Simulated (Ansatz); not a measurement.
Run report: C$_{18}$Se, geometry relaxation (part 3 of 3)

The same run, continued: C$_{18}$Se (slab, 19 atoms in the cell); DFT LDA, scalar-relativistic, plane waves, PAW, no spin polarisation (Ansatz 0.2.0); cutoff 420 eV, 2×2×1 k-mesh, Fermi–Dirac smearing of 0.05 eV. It belongs to a series of runs on one base structure; here: start relaxed.

Geometry of the input (Å; fractional positions):
```
7.3980  0.0000  0.0000
-3.6990  6.4069  0.0000
0.0000  0.0000  11.0000
C  0.0000  0.0000  0.0909
C  0.2222  0.1111  0.0909
C  0.0000  0.3333  0.0909
C  0.2222  0.4444  0.0909
C  -0.0000  0.6667  0.0909
C  0.2222  0.7778  0.0909
C  0.3333  0.0000  0.0909
C  0.5556  0.1111  0.0909
C  0.3333  0.3333  0.0909
C  0.5556  0.4444  0.0909
C  0.3333  0.6667  0.0909
C  0.5556  0.7778  0.0909
C  0.6667  0.0000  0.0909
C  0.8889  0.1111  0.0909
C  0.6667  0.3333  0.0909
C  0.8889  0.4444  0.0909
C  0.6667  0.6667  0.0909
C  0.8889  0.7778  0.0909
Se 0.8303  0.9809  0.2564
```

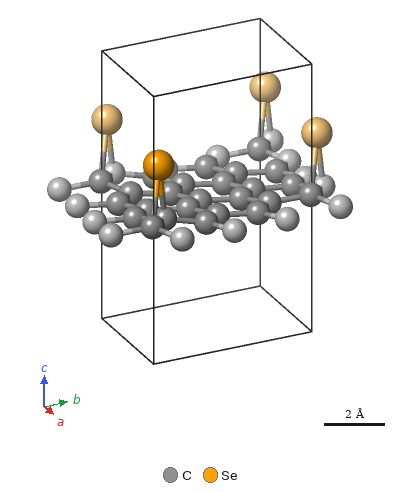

*The geometry at step 7 of the log (ball-and-stick view of the cell of the calculation, with the vacuum cut short, seen slightly off an axis; neighbours outside the cell are drawn fainter).*

### Trajectory as extended XYZ, continued
```
19
Lattice="7.3980 0.0000 0.0000 -3.6990 6.4069 0.0000 0.0000 0.0000 11.0000" Properties=species:S:1:pos:R:3:forces:R:3 step=3 energy=-9753.27848
C     0.0107   -0.0274    1.0526    0.0359  -0.1975   0.0372
C     1.2412    0.7017    1.0004   -0.0468   0.0241   0.0685
C    -1.2338    2.1526    0.9956    0.0851   0.0628   0.0216
C    -0.0033    2.8380    0.9824   -0.1383  -0.0163  -0.0966
C    -2.4680    4.2614    0.9707    0.0496  -0.1686  -0.0966
C    -1.2349    4.9707    0.9999    0.0443  -0.0612  -0.0619
C     2.4645   -0.0133    0.9943    0.0125  -0.0025  -0.0284
C     3.6900    0.6978    0.9899    0.0781  -0.1519  -0.0049
C     1.2313    2.1193    0.9856    0.0616  -0.1684  -0.0824
C     2.4659    2.8306    0.9628    0.0181  -0.1816  -0.1402
C    -0.0031    4.2634    0.9697   -0.1324  -0.1142  -0.1010
C     1.2270    4.9499    0.9245    0.0224   0.3954  -0.0581
C     4.9147   -0.0300    1.0107   -0.2188  -0.2667  -0.3293
C     6.1594    0.7127    1.0758   -0.1239  -0.2859   0.5481
C     3.6995    2.1206    0.9867   -0.0589  -0.0284  -0.0760
C     4.9306    2.8386    0.9820    0.0224   0.0456  -0.0954
C     2.4648    4.2447    0.9126    0.1123   0.0416  -0.2079
C     3.6980    4.9447    0.9316   -0.1339   0.1633   0.0049
Se    2.5511    6.5564    3.0922    0.3111   0.9108   0.6985
19
Lattice="7.3980 0.0000 0.0000 -3.6990 6.4069 0.0000 0.0000 0.0000 11.0000" Properties=species:S:1:pos:R:3:forces:R:3 step=4 energy=-9753.51619
C     0.0029   -0.0336    1.1084   -0.0528  -0.0366   0.3010
C     1.2338    0.6940    1.0099    0.1157   0.3019   0.0088
C    -1.2405    2.1455    1.0002    0.2304   0.0635  -0.0818
C    -0.0115    2.8299    0.9616   -0.2596   0.0625  -0.0533
C    -2.4773    4.2533    0.9593    0.0232  -0.2912  -0.0186
C    -1.2430    4.9611    0.9813    0.1457  -0.0097  -0.0682
C     2.4567   -0.0229    0.9817    0.0424   0.0598  -0.0265
C     3.6836    0.6867    0.9698    0.0581  -0.1540   0.0087
C     1.2247    2.1094    0.9652    0.1135  -0.2896  -0.0617
C     2.4588    2.8226    0.9324    0.1028  -0.1237  -0.0383
C    -0.0114    4.2567    0.9422   -0.1914  -0.1364  -0.0002
C     1.2205    4.9526    0.9221   -0.1140   0.5488   0.0079
C     4.9064   -0.0367    1.0011   -0.2064  -0.3095  -0.3988
C     6.1497    0.7053    1.1286   -0.4043  -0.2148   0.4626
C     3.6911    2.1119    0.9605   -0.0936   0.0811   0.0014
C     4.9226    2.8312    0.9623   -0.0528   0.1797  -0.0471
C     2.4584    4.2433    0.9112    0.3059  -0.0234  -0.0447
C     3.6877    4.9429    0.9591   -0.2273  -0.1416  -0.0101
Se    2.6922    6.6790    3.1633    0.4650   0.4337   0.0539
19
Lattice="7.3980 0.0000 0.0000 -3.6990 6.4069 0.0000 0.0000 0.0000 11.0000" Properties=species:S:1:pos:R:3:forces:R:3 step=5 energy=-9753.67872
C    -0.0076   -0.0344    1.1735    0.0196  -0.0580   0.3360
C     1.2271    0.6936    1.0185    0.1662   0.3982  -0.0395
C    -1.2484    2.1405    0.9987    0.2071   0.0856  -0.1497
C    -0.0243    2.8234    0.9449   -0.2613   0.1741  -0.0306
C    -2.4890    4.2444    0.9549    0.0344  -0.1864   0.0327
C    -1.2522    4.9540    0.9687    0.0417   0.0469  -0.0519
C     2.4487   -0.0284    0.9731    0.0343   0.0932  -0.0509
C     3.6740    0.6770    0.9516   -0.0726   0.1420   0.0059
C     1.2167    2.1010    0.9496    0.1839  -0.2344  -0.0520
C     2.4520    2.8168    0.9125    0.0355  -0.0326   0.0147
C    -0.0249    4.2529    0.9234   -0.0310  -0.1984   0.0272
C     1.2096    4.9609    0.9214   -0.1641   0.2661  -0.0172
C     4.8943   -0.0415    0.9842   -0.0003  -0.2251  -0.1616
C     6.1342    0.7016    1.1655   -0.4767  -0.1040   0.3793
C     3.6796    2.1082    0.9419   -0.0711  -0.0307   0.0517
C     4.9116    2.8286    0.9476   -0.0412   0.1309  -0.0100
C     2.4527    4.2439    0.9147    0.2704  -0.0642   0.0632
C     3.6740    4.9396    0.9877   -0.1978  -0.2640  -0.0470
Se    2.8775    6.7502    3.1875    0.3234   0.0606  -0.2987
19
Lattice="7.3980 0.0000 0.0000 -3.6990 6.4069 0.0000 0.0000 0.0000 11.0000" Properties=species:S:1:pos:R:3:forces:R:3 step=6 energy=-9753.67373 accepted=F
C    -0.0153   -0.0359    1.2348    0.1862   0.0068  -0.0978
C     1.2328    0.7231    0.9985   -0.5886  -1.3490   0.0949
C    -1.2529    2.1410    0.9773   -0.6247  -0.3188   0.2160
C    -0.0518    2.8248    0.9200    0.7777  -0.1273   0.0109
C    -2.4986    4.2280    0.9545    0.0441   0.6646  -0.0509
C    -1.2603    4.9550    0.9484   -0.4508   0.2287   0.0491
C     2.4461   -0.0141    0.9481   -0.2811  -0.3802   0.0184
C     3.6566    0.6817    0.9437    0.4802   0.0260  -0.0194
C     1.2166    2.0909    0.9234   -0.2962   1.2472   0.0120
C     2.4517    2.8120    0.9144   -0.3450   0.1236  -0.0458
C    -0.0465    4.2499    0.9144    0.3836   0.0904  -0.1430
C     1.1911    4.9751    0.9278    0.2683  -0.9338   0.0111
C     4.8812   -0.0534    0.9834   -0.3184   0.6752   0.1851
C     6.0997    0.6979    1.2148    0.7068   0.0488   0.0173
C     3.6658    2.1100    0.9504    0.2953  -0.0966  -0.0586
C     4.9005    2.8348    0.9428    0.1280  -0.5710   0.0210
C     2.4583    4.2402    0.9373   -1.0567  -0.1193  -0.0718
C     3.6530    4.9165    1.0053    0.8043   0.8210   0.1478
Se    3.0773    6.7549    3.1807   -0.1115  -0.0366  -0.2968
19
Lattice="7.3980 0.0000 0.0000 -3.6990 6.4069 0.0000 0.0000 0.0000 11.0000" Properties=species:S:1:pos:R:3:forces:R:3 step=7 energy=-9753.73801
C    -0.0108   -0.0357    1.2100    0.0546  -0.0284   0.1326
C     1.2266    0.7024    1.0152   -0.0159   0.0546  -0.0334
C    -1.2512    2.1389    0.9919   -0.0003   0.0302  -0.0589
C    -0.0343    2.8240    0.9341   -0.0325   0.0032  -0.0181
C    -2.4928    4.2393    0.9548    0.0015  -0.0007   0.0086
C    -1.2570    4.9548    0.9592   -0.0279   0.0346  -0.0188
C     2.4455   -0.0244    0.9631   -0.0087   0.0121  -0.0218
C     3.6671    0.6787    0.9470    0.0151   0.0672  -0.0032
C     1.2151    2.0994    0.9393    0.0344   0.0042  -0.0183
C     2.4496    2.8153    0.9101   -0.0013  -0.0131   0.0106
C    -0.0330    4.2503    0.9152   -0.0029  -0.0207  -0.0059
C     1.2011    4.9646    0.9221   -0.0010  -0.0033   0.0037
C     4.8872   -0.0457    0.9832   -0.0607  -0.0343  -0.0395
C     6.1197    0.6992    1.1899   -0.0965  -0.0126   0.1903
C     3.6737    2.1082    0.9436   -0.0007  -0.0062   0.0107
C     4.9070    2.8295    0.9450    0.0001  -0.0154   0.0013
C     2.4520    4.2420    0.9230    0.0139   0.0233   0.0333
C     3.6665    4.9328    0.9993   -0.0281  -0.0623  -0.0020
Se    2.9737    6.7586    3.1739    0.1568  -0.0325  -0.1702
19
Lattice="7.3980 0.0000 0.0000 -3.6990 6.4069 0.0000 0.0000 0.0000 11.0000" Properties=species:S:1:pos:R:3:forces:R:3 step=8 energy=-9753.74859
C    -0.0083   -0.0380    1.2267    0.0049   0.0111  -0.0948
C     1.2239    0.7067    1.0006    0.0124   0.0002   0.0006
C    -1.2557    2.1381    0.9981   -0.0130   0.0203   0.0157
C    -0.0408    2.8252    0.9309   -0.0052  -0.0211   0.0017
C    -2.4969    4.2384    0.9489   -0.0150   0.0523  -0.0083
C    -1.2625    4.9578    0.9511    0.0093  -0.0138  -0.0058
C     2.4420   -0.0205    0.9504   -0.0385  -0.0049  -0.0101
C     3.6631    0.6825    0.9469    0.0647  -0.0172  -0.0028
C     1.2113    2.1025    0.9287   -0.0173  -0.0336   0.0064
C     2.4455    2.8170    0.9043    0.0177  -0.0009   0.0261
C    -0.0387    4.2513    0.9131   -0.0264   0.0211  -0.0333
C     1.1958    4.9661    0.9285   -0.0201   0.0409   0.0090
C     4.8821   -0.0446    0.9962   -0.0331  -0.0193   0.0227
C     6.1141    0.6989    1.2244   -0.0113   0.0089  -0.0964
C     3.6694    2.1104    0.9436   -0.0408   0.0177   0.0021
C     4.9030    2.8294    0.9465    0.0492  -0.0369  -0.0004
C     2.4467    4.2437    0.9257    0.0579  -0.0002   0.0111
C     3.6622    4.9302    0.9970    0.0011  -0.0240   0.0174
Se    3.0492    6.7371    3.1584    0.0036  -0.0007   0.1403
19
Lattice="7.3980 0.0000 0.0000 -3.6990 6.4069 0.0000 0.0000 0.0000 11.0000" Properties=species:S:1:pos:R:3:forces:R:3 step=9 energy=-9753.74927
C    -0.0101   -0.0361    1.2175    0.0395  -0.0740   0.0011
C     1.2235    0.7066    0.9979   -0.0297  -0.0025   0.0009
C    -1.2559    2.1387    0.9981    0.0435  -0.0542  -0.0138
C    -0.0404    2.8250    0.9303   -0.0197   0.0240  -0.0128
C    -2.4969    4.2396    0.9473    0.0152  -0.0671   0.0089
C    -1.2634    4.9583    0.9464    0.0035   0.0083  -0.0160
C     2.4405   -0.0206    0.9471    0.0558   0.0042   0.0062
C     3.6641    0.6816    0.9474   -0.0790   0.0242   0.0067
C     1.2105    2.1019    0.9314    0.0558   0.0411  -0.0043
C     2.4468    2.8169    0.9127   -0.0663  -0.0256  -0.0235
C    -0.0396    4.2523    0.9073   -0.0006  -0.0508   0.0425
C     1.1939    4.9665    0.9308    0.1079  -0.0676  -0.0146
C     4.8800   -0.0460    0.9989    0.0954   0.0587  -0.0143
C     6.1151    0.6985    1.2165   -0.0741   0.0063   0.0238
C     3.6693    2.1104    0.9474    0.0560  -0.0285   0.0071
C     4.9048    2.8284    0.9474   -0.0816   0.0701   0.0019
C     2.4491    4.2425    0.9316   -0.1340   0.0424   0.0031
C     3.6627    4.9291    0.9988    0.0103   0.0934  -0.0011
Se    3.0514    6.7386    3.1652    0.0020  -0.0022  -0.0009
19
Lattice="7.3980 0.0000 0.0000 -3.6990 6.4069 0.0000 0.0000 0.0000 11.0000" Properties=species:S:1:pos:R:3:forces:R:3 step=10 energy=-9753.75013
C    -0.0095   -0.0370    1.2183    0.0157  -0.0037  -0.0010
C     1.2235    0.7064    0.9979    0.0003  -0.0006   0.0000
C    -1.2560    2.1380    0.9979   -0.0018  -0.0008   0.0007
C    -0.0410    2.8249    0.9298    0.0029  -0.0033  -0.0009
C    -2.4971    4.2392    0.9478   -0.0024   0.0002   0.0033
C    -1.2629    4.9580    0.9472    0.0054  -0.0023  -0.0018
C     2.4416   -0.0206    0.9479   -0.0038   0.0003   0.0012
C     3.6638    0.6822    0.9479    0.0008   0.0003   0.0004
C     1.2108    2.1021    0.9297   -0.0011   0.0025   0.0009
C     2.4454    2.8169    0.9096   -0.0021   0.0019   0.0027
C    -0.0392    4.2514    0.9099   -0.0016   0.0008   0.0022
C     1.1954    4.9661    0.9302    0.0005   0.0045  -0.0017
C     4.8818   -0.0449    0.9983   -0.0051  -0.0040  -0.0031
C     6.1147    0.6984    1.2182   -0.0104   0.0116   0.0007
C     3.6691    2.1105    0.9471    0.0002   0.0001  -0.0003
C     4.9033    2.8294    0.9480    0.0011  -0.0032  -0.0011
C     2.4471    4.2435    0.9301    0.0015   0.0006  -0.0012
C     3.6622    4.9305    0.9983   -0.0011  -0.0067  -0.0043
Se    3.0525    6.7374    3.1658    0.0010   0.0017   0.0040
19
Lattice="7.3980 0.0000 0.0000 -3.6990 6.4069 0.0000 0.0000 0.0000 11.0000" Properties=species:S:1:pos:R:3:forces:R:3 step=11 energy=-9753.75013
C    -0.0095   -0.0370    1.2183    0.0163  -0.0037  -0.0009
C     1.2235    0.7064    0.9979    0.0000  -0.0006   0.0001
C    -1.2560    2.1380    0.9979   -0.0014  -0.0006   0.0007
C    -0.0410    2.8249    0.9298    0.0024  -0.0035  -0.0009
C    -2.4971    4.2392    0.9478   -0.0026   0.0003   0.0033
C    -1.2629    4.9580    0.9472    0.0059  -0.0022  -0.0019
C     2.4416   -0.0206    0.9479   -0.0035  -0.0001   0.0011
C     3.6638    0.6822    0.9479    0.0008  -0.0002   0.0005
C     1.2108    2.1021    0.9297   -0.0010   0.0021   0.0010
C     2.4454    2.8169    0.9096   -0.0015   0.0019   0.0029
C    -0.0392    4.2514    0.9099   -0.0021   0.0015   0.0022
C     1.1954    4.9661    0.9302   -0.0002   0.0048  -0.0017
C     4.8818   -0.0449    0.9983   -0.0057  -0.0043  -0.0031
C     6.1147    0.6984    1.2182   -0.0104   0.0119   0.0006
C     3.6691    2.1105    0.9471    0.0001   0.0005  -0.0002
C     4.9033    2.8294    0.9480    0.0008  -0.0030  -0.0011
C     2.4471    4.2435    0.9301    0.0020   0.0003  -0.0012
C     3.6622    4.9305    0.9983   -0.0008  -0.0069  -0.0043
Se    3.0525    6.7374    3.1658    0.0010   0.0017   0.0040
```

### Summary

```csv
quantity,value
outcome,converged
electrons treated,88
free energy,−9753.7501 eV
Fermi energy,−0.656 eV
final volume,521.38 Å³
largest force (length of the vector) at the end,0.017 eV/Å
hardware,"1 thread of Arm Neoverse V1, 24 GiB of memory available, shared host"
wall time,68 s
peak memory,0.59 GiB
```

### Notes

Warnings of the run: the exchange-correlation potential is rough where the density is thin. The k-point mesh is coarse for a cell of this size, so the results may not be converged.
